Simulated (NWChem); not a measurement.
**CH4FSSi− (SMILES CS[SiH-]F): levels of theory compared**

Wanted: a comparison of 4 runs (HF/def2-SVP, B3LYP/6-31G*, PBE0/def2-SVP, MP2/def2-SVP) of CH4FSSi−. 

The results are computed with NWChem 7.3.0.

### Step 1. The structure to begin with

CH4FSSi−: 8 atoms, total charge -1, spin state singlet. SMILES: `CS[SiH-]F`. The shape is that of a GFN2-xTB optimisation. This is one conformer, not always the lowest.

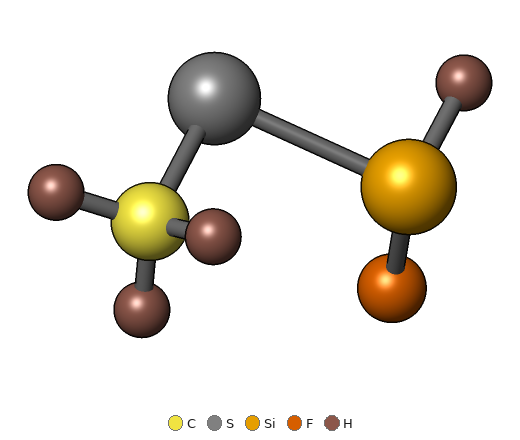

The structure, seen from a chosen angle (carbon yellow, sulfur grey, silicon amber, fluorine orange, hydrogen brown).

### Step 2. Energy and forces at HF/def2-SVP (run 1)

Input file run.py:

```python
from ase import Atoms
from ase.calculators.nwchem import NWChem

mol = Atoms(['C', 'S', 'Si', 'F', 'H', 'H', 'H', 'H'], positions=[
    [0.738930, 1.048240, -0.427030],
    [0.557010, 0.058970, 1.074930],
    [-1.347520, -0.916940, 0.382800],
    [-0.742220, -2.239010, -0.487340],
    [0.991060, 0.395080, -1.263630],
    [-0.199700, 1.560870, -0.643540],
    [1.541430, 1.772110, -0.278520],
    [-1.538990, -1.679330, 1.642320],
])

calc = NWChem(
    label='job',
    theory='scf',
    memory='2200 mb',
    basis='def2-SVP',
    basispar='spherical bse',
    charge=-1,
    scf={'nopen': '0', 'rhf': None, 'thresh': '1e-08', 'maxiter': '80'},
)
mol.calc = calc

forces = mol.get_forces()
print("Total energy (eV):", round(mol.get_potential_energy(), 6))
print("forces (eV/A):")
for s, f in zip(mol.symbols, forces):
    print(f"{s:2s} {f[0]:10.5f} {f[1]:10.5f} {f[2]:10.5f}")
print("dipole (e A):", mol.get_dipole_moment().round(4))
```

Launch:

```sh
$ export ASE_NWCHEM_COMMAND="nwchem PREFIX.nwi > PREFIX.nwo"
$ python run.py
```

Standard output:

```text
Total energy (eV): -22471.93689
forces (eV/A):
C     0.25480    0.19355   -0.02864
S     0.00072   -0.15535    0.23829
Si   -0.32823   -0.24595   -0.64699
F     0.03013    0.10840   -0.13041
H     0.02108    0.16794   -0.09266
H     0.14064    0.07667   -0.10146
H     0.02715    0.11040   -0.14594
H    -0.14630   -0.25567    0.90781
dipole (e A): [ 0.6927  0.9477 -0.4851]
```

The calculator wrote job.nwi:

```
title "job"

permanent_dir job

scratch_dir job

start job

geometry units angstrom nocenter noautosym noautoz
  C  7.3892999999999998e-01 1.0482400000000001e+00 -4.2703000000000002e-01
  S  5.5701000000000001e-01 5.8970000000000002e-02 1.0749299999999999e+00
  Si -1.3475200000000001e+00 -9.1693999999999998e-01 3.8279999999999997e-01
  F  -7.4221999999999999e-01 -2.2390099999999999e+00 -4.8734000000000000e-01
  H  9.9106000000000005e-01 3.9507999999999999e-01 -1.2636300000000000e+00
  H  -1.9969999999999999e-01 1.5608700000000000e+00 -6.4354000000000000e-01
  H  1.5414300000000001e+00 1.7721100000000001e+00 -2.7851999999999999e-01
  H  -1.5389900000000001e+00 -1.6793300000000000e+00 1.6423200000000000e+00
end

charge -1

memory 2200 mb

basis spherical bse noprint
   * library def2-SVP
end

scf
  nopen 0
  rhf
  thresh 1e-08
  maxiter 80
end

task scf gradient
```

job.nwo:

```text
Northwest Computational Chemistry Package (NWChem) 7.3.0
             --------------------------------------------------------

           Job information
           ---------------

    nwchem branch   = 7.3.0
    use scalapack   = T
    input           = job.nwi
    prefix          = job.
    data base       = job/job.db
    status          = startup
    nproc           =        1

           Memory information
           ------------------

    heap     =     72089598 doubles =      550.0 Mbytes
    stack    =     72089595 doubles =      550.0 Mbytes
    global   =    144179200 doubles =     1100.0 Mbytes (distinct from heap & stack)
    total    =    288358393 doubles =     2200.0 Mbytes
    verify   = yes
    hardfail = no

[... 140 lines left out ...]
 Convergence threshold     :          1.000E-08
[... 13 lines left out ...]
       Final RHF  results
[... 3 lines left out ...]
      One-electron energy =  -1572.259753589002
[... 1 line left out ...]
 Nuclear repulsion energy =    209.721752471096
[... 43 lines left out ...]
                       ROHF Final Molecular Orbital Analysis
[... 218 lines left out ...]
                         RHF ENERGY GRADIENTS

    atom               coordinates                        gradient
                 x          y          z           x          y          z
   1 C       1.396375   1.980886  -0.806970   -0.004955  -0.003764   0.000557
   2 S       1.052596   0.111437   2.031323   -0.000014   0.003021  -0.004634
   3 Si     -2.546444  -1.732765   0.723387    0.006383   0.004783   0.012582
[... 4 lines of this table left out ...]
   8 H      -2.908269  -3.173474   3.103535    0.002845   0.004972  -0.017654

                 ----------------------------------------
                 |  Time  |  1-e(secs)   |  2-e(secs)   |
                 ----------------------------------------
                 |  CPU   |       0.00   |       2.62   |
                 ----------------------------------------
                 |  WALL  |       0.00   |       2.62   |
                 ----------------------------------------

 Task  times  cpu:        9.3s     wall:        9.3s
 Total times  cpu:        9.4s     wall:        9.4s
```

It took 11 s on 1 thread of Intel Xeon 6975P-C (Granite Rapids), shared host; peak memory 0.1 GiB.

### Step 3. Energy and gradient at B3LYP/6-31G(d) (spherical functions) (run 2)

Input file work.nw:

```
start work
memory stack 880 mb heap 220 mb global 1100 mb
charge -1

geometry units bohr noautosym nocenter noautoz
  C   1.39637533  1.98088651 -0.80696975
  S   1.05259635  0.11143715  2.03132330
  Si -2.54644375 -1.73276547  0.72338716
  F  -1.40259252 -4.23111569 -0.92093913
  H   1.87283197  0.74659300 -2.38791462
  H  -0.37737831  2.94961682 -1.21611435
  H   2.91288054  3.34880256 -0.52632652
  H  -2.90826961 -3.17347377  3.10353501
end

basis "ao basis" spherical bse
  * library 6-31G*
end

dft
  xc b3lyp
  grid xfine
  convergence energy 1e-08
  maxiter 100
  mulliken
  print low
end

task dft gradient
```

Launch:

```sh
$ nwchem work.nw > work.out
```

Standard output:

```text
[...]
 d= 0,ls=0.0,diis     1   -827.9933961015 -1.04D+03  2.48D-02  7.38D-01     2.4
[...]
 d= 0,ls=0.0,diis    10   -828.1144008900 -2.88D-09  4.45D-07  8.64D-10    20.4
         Total DFT energy =     -828.114400889954
      One electron energy =    -1573.281322715693
           Coulomb energy =      599.812276935388
    Exchange-Corr. energy =      -64.367092443933
 Nuclear repulsion energy =      209.721737334283
[...]
      Total Density - Mulliken Population Analysis
     ---------------------------------------------
    Atom       Charge   Shell Charges
 -----------   ------   -------------------------------------------------------
    1 C    6     6.55   2.00  0.68  2.09  0.68  1.08  0.04
    2 S   16    16.35   2.00  2.00  5.97  1.34  3.04  0.54  1.43  0.05
    3 Si  14    13.85   2.00  2.00  5.96  1.07  1.47  0.60  0.57  0.17
    4 F    9     9.49   2.00  0.92  3.31  1.04  2.21  0.01
    5 H    1     0.85   0.53  0.32
    6 H    1     0.84   0.52  0.32
    7 H    1     0.89   0.53  0.36
    8 H    1     1.19   0.53  0.66
[...]
                         DFT ENERGY GRADIENTS
    atom               coordinates                        gradient
                 x          y          z           x          y          z
   1 C       1.396375   1.980887  -0.806970   -0.004683  -0.004788   0.002673
   2 S       1.052596   0.111437   2.031323   -0.000241   0.005328  -0.013296
   3 Si     -2.546444  -1.732765   0.723387    0.003398   0.002961   0.018864
   4 F      -1.402593  -4.231116  -0.920939    0.001653  -0.001140   0.004103
   5 H       1.872832   0.746593  -2.387915   -0.000891  -0.001339   0.004323
   6 H      -0.377378   2.949617  -1.216114    0.001212  -0.002328   0.002783
   7 H       2.912881   3.348803  -0.526327   -0.002925  -0.004208   0.002499
   8 H      -2.908270  -3.173474   3.103535    0.002477   0.005512  -0.021949
 Task  times  cpu:       27.3s     wall:       27.3s
 Total times  cpu:       27.3s     wall:       27.3s
```

It took 28 s on 1 thread of Intel Xeon 6975P-C (Granite Rapids), shared host; peak memory 0.13 GiB.

Run 3 isn't shown in full; the table further down has it.

### Step 4. Energy and gradient at MP2/def2-SVP (run 4)

Input file m1.xyz:

```xyz
8
CH4FSSi mp2
C      0.738930     1.048240    -0.427030
S      0.557010     0.058970     1.074930
Si    -1.347520    -0.916940     0.382800
F     -0.742220    -2.239010    -0.487340
H      0.991060     0.395080    -1.263630
H     -0.199700     1.560870    -0.643540
H      1.541430     1.772110    -0.278520
H     -1.538990    -1.679330     1.642320
```

Input file run.py:

```python
from ase.io import read
from ase.calculators.nwchem import NWChem

atoms = read('m1.xyz')

calc = NWChem(
    label='m1',
    theory='mp2',
    memory='2200 mb',
    basis='def2-SVP',
    basispar='spherical bse',
    charge=-1,
    scf={'nopen': '0', 'rhf': None, 'thresh': '1e-08', 'maxiter': '80'},
    mp2={'freeze': 'core 12', 'tight': None},
)
atoms.calc = calc

forces = atoms.get_forces()
e = atoms.get_potential_energy()
print(f"E = {e:.6f} eV")
print("forces (eV/A):")
for s, f in zip(atoms.symbols, forces):
    print(f"{s:2s} {f[0]:10.5f} {f[1]:10.5f} {f[2]:10.5f}")
```

Launch:

```sh
$ export ASE_NWCHEM_COMMAND="nwchem PREFIX.nwi > PREFIX.nwo"
$ python run.py
```

Standard output:

```text
E = -22487.128785 eV
forces (eV/A):
C     0.13869   -0.10578    0.33517
S    -0.10871   -0.21721    0.28750
Si   -0.22322    0.26719   -0.57624
F     0.13359   -0.22394   -0.36741
H     0.07775   -0.02124   -0.35620
H    -0.19602    0.21052   -0.19705
H     0.25721    0.30956   -0.09698
H    -0.07934   -0.21916    0.97121
```

The calculator wrote m1.nwi:

```
title "m1"

permanent_dir m1

scratch_dir m1

start m1

geometry units angstrom nocenter noautosym noautoz
  C  7.3892999999999998e-01 1.0482400000000001e+00 -4.2703000000000002e-01
  S  5.5701000000000001e-01 5.8970000000000002e-02 1.0749299999999999e+00
  Si -1.3475200000000001e+00 -9.1693999999999998e-01 3.8279999999999997e-01
  F  -7.4221999999999999e-01 -2.2390099999999999e+00 -4.8734000000000000e-01
  H  9.9106000000000005e-01 3.9507999999999999e-01 -1.2636300000000000e+00
  H  -1.9969999999999999e-01 1.5608700000000000e+00 -6.4354000000000000e-01
  H  1.5414300000000001e+00 1.7721100000000001e+00 -2.7851999999999999e-01
  H  -1.5389900000000001e+00 -1.6793300000000000e+00 1.6423200000000000e+00
end

charge -1

memory 2200 mb

basis spherical bse noprint
   * library def2-SVP
end

scf
  nopen 0
  rhf
  thresh 1e-08
  maxiter 80
end
mp2
  freeze core 12
  tight
end

task mp2 gradient
```

m1.nwo:

```text
Northwest Computational Chemistry Package (NWChem) 7.3.0
             --------------------------------------------------------

           Job information
           ---------------

    nwchem branch   = 7.3.0
    use scalapack   = T
    input           = m1.nwi
    prefix          = m1.
    data base       = m1/m1.db
    status          = startup
    nproc           =        1

           Memory information
           ------------------

    heap     =     72089598 doubles =      550.0 Mbytes
    stack    =     72089595 doubles =      550.0 Mbytes
    global   =    144179200 doubles =     1100.0 Mbytes (distinct from heap & stack)
    total    =    288358393 doubles =     2200.0 Mbytes
    verify   = yes
    hardfail = no

[... 130 lines left out ...]
 1-e energy   =   -1590.861275
[... 9 lines left out ...]
 Convergence threshold     :          1.000E-08
[... 16 lines left out ...]
         Total SCF energy =   -825.828455389112
[... 2 lines left out ...]
 Nuclear repulsion energy =    209.721752471096
[... 333 lines left out ...]
 CPHF converged to   5.8D-07 in   11 iters
[... 99 lines left out ...]
  MP2 natural orbitals output to m1/m1.mp2nos
[... 1 line left out ...]
                         mp2 ENERGY GRADIENTS

    atom               coordinates                        gradient
                 x          y          z           x          y          z
   1 C       1.396375   1.980886  -0.806970   -0.002697   0.002057  -0.006518
   2 S       1.052596   0.111437   2.031323    0.002114   0.004224  -0.005591
   3 Si     -2.546444  -1.732765   0.723387    0.004341  -0.005196   0.011206
[... 4 lines of this table left out ...]
   8 H      -2.908269  -3.173474   3.103535    0.001543   0.004262  -0.018887

                 ----------------------------------------
                 |  Time  |  1-e(secs)   |  2-e(secs)   |
                 ----------------------------------------
                 |  CPU   |       0.00   |       2.96   |
                 ----------------------------------------
                 |  WALL  |       0.00   |       2.96   |
                 ----------------------------------------
 -----------------------
 Task  times  cpu:       19.0s     wall:       19.0s
 Total times  cpu:       19.0s     wall:       19.0s
```

Wall time 20 s (1 thread of Intel Xeon 6975P-C (Granite Rapids), shared host); peak memory 0.24 GiB.

### Step 5. All runs side by side

```csv
run,level,iteration cap,module,energy (Eh),HOMO energy (eV),LUMO energy (eV),HOMO–LUMO gap (eV),wall time
1,HF/def2-SVP,80,scf,-825.828455,-2.26,8.78,11.04,11 s
2,B3LYP/6-31G* (spherical functions),100,dft,-828.114401,–,–,–,28 s
3,PBE0/def2-SVP,100,dft,-827.389140,0.08,5.81,5.72,21 s
4,MP2/def2-SVP,80,mp2,-826.386747,-2.26,8.78,11.04,20 s
```

### Step 6. Outcome

| quantity | value |
| --- | --- |
| run 4: total energy | -826.38675 Eh |
| run 4: HOMO energy (Hartree–Fock orbitals) | -2.26 eV |
| run 4: LUMO energy (Hartree–Fock orbitals) | 8.78 eV |
| run 4: HOMO–LUMO gap (to an unbound level, set by the basis) | 11.04 eV |
| run 4: correlation energy (12 core orbitals frozen) | -558.3 mEh |
| run 4: largest force on an atom | 0.999 eV/Å |

Totals of different functionals can't be ranked against each other. In run 3 the HOMO lies above zero, so the outermost electron may be held by the basis alone. All runs together took 80 s, the longest 28 s.
